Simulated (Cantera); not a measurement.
Feed: 1 mol SiCl4, 1.9 mol HCl, 8.3 mol H2, held at 0.100 bar.

These are equilibrium values from Cantera (NASA tables, ideal gas, pure condensed phases), not measurements of a reactor. Candidate condensed phases: Si; 19 gas species. The tables' values for SiCl3, SiCl are old estimates; treat these amounts as uncertain. Rates play no part.

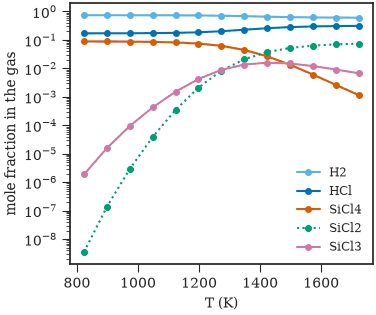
*Equilibrium gas composition (values under 1e-9 drawn at 1e-9)*

Question: Read off the mole fractions at 1648 K.

Answer: H2 about 0.61, HCl about 0.31, SiCl2 about 0.070, SiCl3 about 0.0091, SiCl4 about 0.0026.
